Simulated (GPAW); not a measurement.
Consider AsP (R3m).

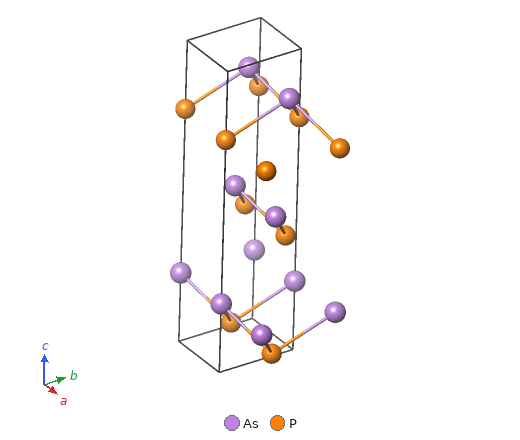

The structure (arsenic purple, phosphorus orange). Bonds to atoms that aren't drawn are left out. 2×1×1 conventional cells are drawn. Some periodic images of atoms are drawn too.

```cif
data_structure
_symmetry_space_group_name_H-M 'P 1'
_symmetry_Int_Tables_number 1
_cell_length_a 3.9486
_cell_length_b 3.9486
_cell_length_c 3.9486
_cell_angle_alpha 55.635
_cell_angle_beta 55.635
_cell_angle_gamma 55.635
_cell_volume 39.12
loop_
_atom_site_label
_atom_site_type_symbol
_atom_site_fract_x
_atom_site_fract_y
_atom_site_fract_z
_atom_site_occupancy
As1 As 0.77252 0.77252 0.77252 1
P2 P 0.22748 0.22748 0.22748 1
```

Absorber: atom 1, with 3 P at 2.45 Å and 3 P at 3.00 Å (distorted octahedral, site symmetry 3m). Method: GPAW, LDA, excited-electron core hole (neutral cell), 14-atom cell with 6.5 Å between holes, 4×4×4 k points, dipole transitions, Gaussian full width 2.14 eV up to 4 eV, rising linearly to 3.5 eV at 25 eV.

Question: Predict the near-edge structure at the As K edge.

Main maxima up to 28 eV above the zero (height): 1.2 eV (2.23), 12.0 eV (0.84), 16.6 eV (0.88) and 23.8 eV (0.76). A K edge sees empty p states on the absorber. 

The As K spectrum (energy from the lowest empty level; intensity scaled to a mean of 1 over the first 20 eV; polarised curves are means over the symmetry-equivalent atoms):

```csv
E (eV),isotropic,ε ⊥ c,ε ∥ c
-2.0,0.04,0.05,0.04
-0.5,0.91,0.96,0.81
1.0,2.23,2.31,2.07
2.5,1.71,1.82,1.47
4.0,1.24,1.27,1.18
5.5,1.07,0.99,1.23
7.0,0.68,0.68,0.67
8.5,0.54,0.58,0.45
10.0,0.71,0.75,0.63
11.5,0.84,0.86,0.79
13.0,0.82,0.83,0.80
14.5,0.78,0.78,0.78
16.0,0.87,0.87,0.87
17.5,0.84,0.85,0.83
19.0,0.72,0.75,0.67
20.5,0.69,0.70,0.68
22.0,0.73,0.72,0.77
23.5,0.76,0.75,0.79
25.0,0.75,0.73,0.77
26.5,0.71,0.69,0.75
28.0,0.70,0.67,0.76
```

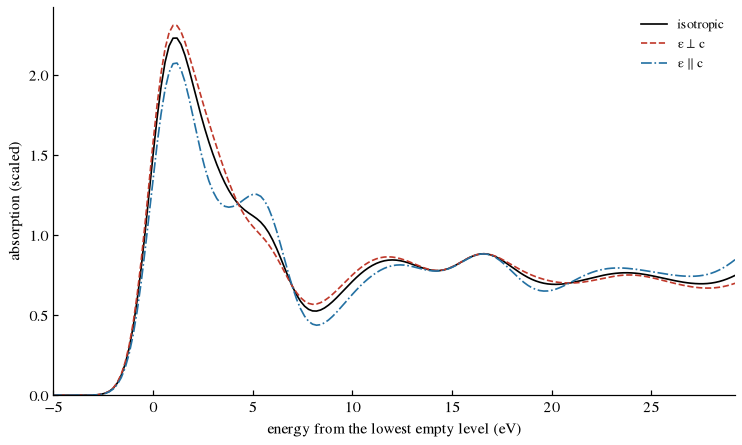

The As K edge.

The script folds with a Gaussian, whereas the core hole's own line is a Lorentzian, so the onset is too steep and the first peak too high. The unit cell's mesh shows no gap over 0.35 eV. That is right for a metallic compound; for a small-gap or correlated insulator it would be the fault of the functional or of the assumed magnetic order, and the hole would be screened too well. The structure is a computed Materials Project entry and may be a hypothetical form.

[Banner, clock and machine lines of the logs are left out without a mark of their own.]

[Logs are printed without paths, hosts, clocks, repeated set-up lines and the standing remarks that a program may print on its own settings, such as how far it seeks lower states.]

[Hosts, paths, dates, database ids (printed as entryN), source tags and the programs' standing remarks are cut or masked in the printed files.]

[Lists of maxima count a maximum above −3 eV only where it reaches 4 % of the highest in the window and stands out from its surroundings by 2 % of it (1.5 % where it reaches 55 %); shoulders and weaker maxima are passed over, and of the rest the first, up to two pre-edge ones and the few strongest are named.]
